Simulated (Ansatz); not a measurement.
## AlBH3Cl: molecular dynamics (part 5 of 5)

Continued. System: AlBH3Cl, SMILES [AlH2][BH]Cl. Method: RKS PBE0-D4/def2-SVP (Ansatz 0.2.0). It belongs to a series of runs on one base structure; here: dynamics from the start.

Geometry of the input (Å):
```
Al -0.7016  0.4476  -0.6453
B  0.8706  -0.3008  0.5761
Cl 0.5327  -1.7707  1.4867
H  -0.8647  -0.0429  -2.1549
H  -1.7800  1.4631  -0.0522
H  1.9849  0.1397  0.7435
```

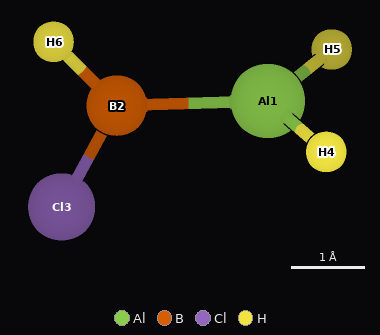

The geometry at step 135 of the log (ball-and-stick view, seen at a tilt; atoms are numbered from 1 in the order of the input).

### Trajectory as extended XYZ, continued
```
6
Properties=species:S:1:pos:R:3:forces:R:3 step=119 time_fs=29.8 energy=-19829.53051 temperature=383.6
Al   -0.7025    0.4507   -0.6612    0.0631  -0.0269   0.2046
B     0.8525   -0.2938    0.5867    0.0002  -0.0971   0.0513
Cl    0.5412   -1.7770    1.4850   -0.0970  -0.0510  -0.0125
H    -0.9253   -0.0956   -2.1328   -0.0297  -0.0016  -0.1165
H    -1.7045    1.5184   -0.0322   -0.0595   0.0330  -0.0622
H     1.9430    0.1578    0.8248    0.1230   0.1436  -0.0648
6
Properties=species:S:1:pos:R:3:forces:R:3 step=121 time_fs=30.2 energy=-19829.52981 temperature=382.2
Al   -0.7011    0.4499   -0.6605   -0.0834   0.0710   0.1715
B     0.8494   -0.2960    0.5846    0.2579   0.0056   0.1387
Cl    0.5415   -1.7765    1.4848   -0.1142  -0.0877  -0.0017
H    -0.9279   -0.0967   -2.1362   -0.0177   0.0184  -0.0601
H    -1.7122    1.5271   -0.0307    0.0481  -0.0747  -0.1171
H     1.9477    0.1597    0.8307   -0.0908   0.0675  -0.1313
6
Properties=species:S:1:pos:R:3:forces:R:3 step=122 time_fs=30.5 energy=-19829.52757 temperature=377.9
Al   -0.7004    0.4494   -0.6602   -0.1547   0.1179   0.1534
B     0.8478   -0.2971    0.5835    0.3818   0.0551   0.1819
Cl    0.5417   -1.7762    1.4847   -0.1225  -0.1059   0.0037
H    -0.9292   -0.0972   -2.1379   -0.0116   0.0283  -0.0320
H    -1.7160    1.5314   -0.0300    0.0999  -0.1264  -0.1430
H     1.9500    0.1607    0.8336   -0.1929   0.0310  -0.1640
6
Properties=species:S:1:pos:R:3:forces:R:3 step=123 time_fs=30.8 energy=-19829.52414 temperature=371.3
Al   -0.6997    0.4490   -0.6598   -0.2246   0.1634   0.1344
B     0.8463   -0.2982    0.5825    0.5016   0.1032   0.2245
Cl    0.5419   -1.7760    1.4846   -0.1308  -0.1240   0.0091
H    -0.9304   -0.0978   -2.1397   -0.0054   0.0382  -0.0040
H    -1.7198    1.5358   -0.0293    0.1502  -0.1766  -0.1678
H     1.9523    0.1617    0.8365   -0.2911  -0.0041  -0.1962
6
Properties=species:S:1:pos:R:3:forces:R:3 step=125 time_fs=31.2 energy=-19829.51405 temperature=351.8
Al   -0.6983    0.4482   -0.6591   -0.3594   0.2500   0.0941
B     0.8434   -0.3004    0.5805    0.7272   0.1941   0.3071
Cl    0.5422   -1.7755    1.4844   -0.1466  -0.1598   0.0200
H    -0.9330   -0.0988   -2.1431    0.0069   0.0574   0.0513
H    -1.7274    1.5443   -0.0280    0.2460  -0.2720  -0.2140
H     1.9567    0.1637    0.8421   -0.4742  -0.0698  -0.2584
6
Properties=species:S:1:pos:R:3:forces:R:3 step=126 time_fs=31.5 energy=-19829.50758 temperature=339.3
Al   -0.6976    0.4478   -0.6588   -0.4240   0.2908   0.0729
B     0.8420   -0.3014    0.5795    0.8322   0.2368   0.3468
Cl    0.5423   -1.7753    1.4843   -0.1542  -0.1773   0.0254
H    -0.9343   -0.0993   -2.1448    0.0131   0.0668   0.0784
H    -1.7311    1.5484   -0.0275    0.2913  -0.3171  -0.2354
H     1.9588    0.1647    0.8448   -0.5585  -0.1001  -0.2881
6
Properties=species:S:1:pos:R:3:forces:R:3 step=127 time_fs=31.8 energy=-19829.50032 temperature=325.2
Al   -0.6969    0.4474   -0.6584   -0.4866   0.3301   0.0512
B     0.8407   -0.3025    0.5786    0.9316   0.2775   0.3852
Cl    0.5424   -1.7750    1.4842   -0.1615  -0.1946   0.0308
H    -0.9355   -0.0998   -2.1466    0.0192   0.0760   0.1051
H    -1.7347    1.5526   -0.0270    0.3349  -0.3604  -0.2556
H     1.9608    0.1656    0.8475   -0.6377  -0.1286  -0.3167
6
Properties=species:S:1:pos:R:3:forces:R:3 step=129 time_fs=32.2 energy=-19829.48388 temperature=293.5
Al   -0.6956    0.4466   -0.6577   -0.6054   0.4034   0.0068
B     0.8381   -0.3046    0.5767    1.1128   0.3528   0.4577
Cl    0.5427   -1.7746    1.4840   -0.1755  -0.2284   0.0414
H    -0.9381   -0.1007   -2.1499    0.0314   0.0937   0.1570
H    -1.7418    1.5606   -0.0261    0.4168  -0.4416  -0.2925
H     1.9643    0.1675    0.8527   -0.7801  -0.1800  -0.3704
6
Properties=species:S:1:pos:R:3:forces:R:3 step=130 time_fs=32.5 energy=-19829.47497 temperature=276.3
Al   -0.6949    0.4462   -0.6574   -0.6614   0.4376  -0.0157
B     0.8369   -0.3056    0.5758    1.1944   0.3873   0.4916
Cl    0.5429   -1.7743    1.4839   -0.1821  -0.2448   0.0467
H    -0.9393   -0.1012   -2.1515    0.0373   0.1021   0.1820
H    -1.7452    1.5644   -0.0257    0.4550  -0.4794  -0.3092
H     1.9658    0.1683    0.8552   -0.8431  -0.2028  -0.3953
6
Properties=species:S:1:pos:R:3:forces:R:3 step=131 time_fs=32.8 energy=-19829.46578 temperature=258.5
Al   -0.6943    0.4459   -0.6570   -0.7152   0.4700  -0.0382
B     0.8358   -0.3065    0.5749    1.2697   0.4197   0.5238
Cl    0.5430   -1.7741    1.4838   -0.1885  -0.2609   0.0518
H    -0.9406   -0.1016   -2.1531    0.0432   0.1102   0.2063
H    -1.7485    1.5682   -0.0254    0.4914  -0.5153  -0.3248
H     1.9672    0.1691    0.8575   -0.9006  -0.2237  -0.4188
6
Properties=species:S:1:pos:R:3:forces:R:3 step=133 time_fs=33.2 energy=-19829.44705 temperature=222.3
Al   -0.6931    0.4452   -0.6563   -0.8155   0.5296  -0.0831
B     0.8338   -0.3084    0.5733    1.4014   0.4782   0.5826
Cl    0.5432   -1.7737    1.4836   -0.2003  -0.2920   0.0619
H    -0.9431   -0.1024   -2.1562    0.0546   0.1256   0.2527
H    -1.7549    1.5755   -0.0251    0.5587  -0.5817  -0.3525
H     1.9694    0.1706    0.8621   -0.9989  -0.2596  -0.4615
6
Properties=species:S:1:pos:R:3:forces:R:3 step=134 time_fs=33.5 energy=-19829.43776 temperature=204.4
Al   -0.6925    0.4449   -0.6560   -0.8619   0.5568  -0.1052
B     0.8329   -0.3093    0.5725    1.4578   0.5044   0.6091
Cl    0.5434   -1.7735    1.4835   -0.2058  -0.3070   0.0669
H    -0.9443   -0.1027   -2.1576    0.0601   0.1327   0.2746
H    -1.7579    1.5789   -0.0250    0.5896  -0.6122  -0.3648
H     1.9702    0.1713    0.8642   -1.0398  -0.2747  -0.4806
6
Properties=species:S:1:pos:R:3:forces:R:3 step=135 time_fs=33.8 energy=-19829.42869 temperature=186.8
Al   -0.6919    0.4445   -0.6556   -0.9058   0.5823  -0.1269
B     0.8321   -0.3102    0.5718    1.5078   0.5285   0.6336
Cl    0.5435   -1.7733    1.4834   -0.2110  -0.3216   0.0717
H    -0.9455   -0.1031   -2.1590    0.0655   0.1395   0.2957
H    -1.7607    1.5822   -0.0249    0.6188  -0.6409  -0.3760
H     1.9707    0.1719    0.8662   -1.0753  -0.2878  -0.4981
6
Properties=species:S:1:pos:R:3:forces:R:3 step=137 time_fs=34.2 energy=-19829.41160 temperature=153.8
Al   -0.6909    0.4439   -0.6549   -0.9860   0.6283  -0.1689
B     0.8307   -0.3119    0.5704    1.5888   0.5706   0.6764
Cl    0.5437   -1.7729    1.4832   -0.2206  -0.3496   0.0811
H    -0.9479   -0.1036   -2.1616    0.0757   0.1519   0.3351
H    -1.7661    1.5885   -0.0251    0.6718  -0.6928  -0.3952
H     1.9713    0.1730    0.8700   -1.1298  -0.3084  -0.5284
6
Properties=species:S:1:pos:R:3:forces:R:3 step=138 time_fs=34.5 energy=-19829.40379 temperature=138.7
Al   -0.6904    0.4437   -0.6546   -1.0222   0.6487  -0.1890
B     0.8302   -0.3127    0.5698    1.6198   0.5887   0.6946
Cl    0.5438   -1.7727    1.4831   -0.2249  -0.3629   0.0856
H    -0.9491   -0.1039   -2.1629    0.0806   0.1575   0.3534
H    -1.7686    1.5914   -0.0254    0.6957  -0.7162  -0.4034
H     1.9712    0.1734    0.8717   -1.1490  -0.3159  -0.5411
6
Properties=species:S:1:pos:R:3:forces:R:3 step=139 time_fs=34.8 energy=-19829.39657 temperature=124.8
Al   -0.6899    0.4434   -0.6542   -1.0558   0.6675  -0.2084
B     0.8297   -0.3134    0.5692    1.6445   0.6048   0.7105
Cl    0.5439   -1.7725    1.4830   -0.2289  -0.3758   0.0900
H    -0.9502   -0.1041   -2.1640    0.0853   0.1627   0.3706
H    -1.7710    1.5942   -0.0257    0.7179  -0.7379  -0.4105
H     1.9709    0.1738    0.8733   -1.1630  -0.3214  -0.5522
6
Properties=species:S:1:pos:R:3:forces:R:3 step=141 time_fs=35.2 energy=-19829.38422 temperature=100.9
Al   -0.6890    0.4429   -0.6536   -1.1152   0.7002  -0.2447
B     0.8291   -0.3148    0.5681    1.6749   0.6312   0.7357
Cl    0.5441   -1.7722    1.4829   -0.2360  -0.4002   0.0984
H    -0.9525   -0.1044   -2.1660    0.0940   0.1719   0.4020
H    -1.7753    1.5993   -0.0265    0.7572  -0.7761  -0.4221
H     1.9696    0.1744    0.8762   -1.1749  -0.3269  -0.5692
6
Properties=species:S:1:pos:R:3:forces:R:3 step=142 time_fs=35.5 energy=-19829.37919 temperature=91.2
Al   -0.6886    0.4427   -0.6533   -1.1409   0.7141  -0.2616
B     0.8289   -0.3155    0.5677    1.6805   0.6414   0.7448
Cl    0.5442   -1.7720    1.4828   -0.2390  -0.4117   0.1024
H    -0.9536   -0.1045   -2.1669    0.0980   0.1758   0.4160
H    -1.7772    1.6017   -0.0270    0.7744  -0.7928  -0.4265
H     1.9686    0.1746    0.8775   -1.1730  -0.3269  -0.5752
6
Properties=species:S:1:pos:R:3:forces:R:3 step=143 time_fs=35.8 energy=-19829.37499 temperature=83.1
Al   -0.6882    0.4425   -0.6530   -1.1641   0.7265  -0.2774
B     0.8288   -0.3161    0.5672    1.6798   0.6496   0.7516
Cl    0.5443   -1.7719    1.4827   -0.2418  -0.4227   0.1063
H    -0.9546   -0.1046   -2.1678    0.1019   0.1793   0.4290
H    -1.7790    1.6038   -0.0277    0.7900  -0.8078  -0.4300
H     1.9673    0.1747    0.8787   -1.1658  -0.3249  -0.5794
6
Properties=species:S:1:pos:R:3:forces:R:3 step=145 time_fs=36.2 energy=-19829.36916 temperature=71.8
Al   -0.6876    0.4422   -0.6523   -1.2025   0.7466  -0.3061
B     0.8289   -0.3172    0.5665    1.6593   0.6599   0.7580
Cl    0.5445   -1.7716    1.4825   -0.2463  -0.4432   0.1136
H    -0.9567   -0.1046   -2.1692    0.1088   0.1850   0.4515
H    -1.7820    1.6077   -0.0292    0.8163  -0.8332  -0.4346
H     1.9642    0.1747    0.8807   -1.1357  -0.3152  -0.5824
6
Properties=species:S:1:pos:R:3:forces:R:3 step=146 time_fs=36.5 energy=-19829.36754 temperature=68.6
Al   -0.6873    0.4420   -0.6520   -1.2178   0.7544  -0.3187
B     0.8291   -0.3177    0.5662    1.6394   0.6620   0.7576
Cl    0.5446   -1.7715    1.4824   -0.2481  -0.4526   0.1169
H    -0.9578   -0.1045   -2.1697    0.1120   0.1871   0.4611
H    -1.7833    1.6094   -0.0301    0.8272  -0.8435  -0.4357
H     1.9622    0.1746    0.8815   -1.1126  -0.3074  -0.5812
6
Properties=species:S:1:pos:R:3:forces:R:3 step=147 time_fs=36.8 energy=-19829.36678 temperature=67.2
Al   -0.6870    0.4419   -0.6518   -1.2305   0.7606  -0.3303
B     0.8294   -0.3182    0.5660    1.6130   0.6620   0.7547
Cl    0.5446   -1.7714    1.4824   -0.2496  -0.4615   0.1202
H    -0.9588   -0.1045   -2.1702    0.1149   0.1889   0.4694
H    -1.7844    1.6109   -0.0311    0.8365  -0.8523  -0.4360
H     1.9601    0.1745    0.8822   -1.0843  -0.2977  -0.5781
6
Properties=species:S:1:pos:R:3:forces:R:3 step=149 time_fs=37.2 energy=-19829.36776 temperature=69.0
Al   -0.6865    0.4417   -0.6512   -1.2482   0.7687  -0.3501
B     0.8302   -0.3190    0.5656    1.5407   0.6553   0.7416
Cl    0.5448   -1.7711    1.4822   -0.2515  -0.4777   0.1261
H    -0.9607   -0.1042   -2.1708    0.1199   0.1909   0.4827
H    -1.7862    1.6134   -0.0333    0.8506  -0.8653  -0.4342
H     1.9551    0.1741    0.8832   -1.0114  -0.2720  -0.5662
6
Properties=species:S:1:pos:R:3:forces:R:3 step=150 time_fs=37.5 energy=-19829.36941 temperature=72.2
Al   -0.6864    0.4416   -0.6509   -1.2532   0.7706  -0.3582
B     0.8307   -0.3194    0.5654    1.4946   0.6486   0.7314
Cl    0.5448   -1.7710    1.4821   -0.2520  -0.4849   0.1288
H    -0.9616   -0.1040   -2.1710    0.1220   0.1912   0.4876
H    -1.7868    1.6144   -0.0345    0.8553  -0.8695  -0.4321
H     1.9524    0.1738    0.8836   -0.9668  -0.2560  -0.5573
```

### Key numbers

| quantity | value |
| --- | --- |
| outcome | finished |
| mean temperature over the second half | 206 K |
| trajectory | 150 steps, 37.5 fs |
| ensemble | nve |
| temperature in the input | 400.0 K |
| time step | 0.25 fs |
| potential energy (last step) | −19829.3694 eV |
| mean-field energy (last step) | −19829.2836 eV |
| largest force (length of the vector) (last step) | 1.786 eV/Å |
| wall time | 4.6 min |
| peak memory | 0.1 GiB |

So short a trajectory is not equilibrated.
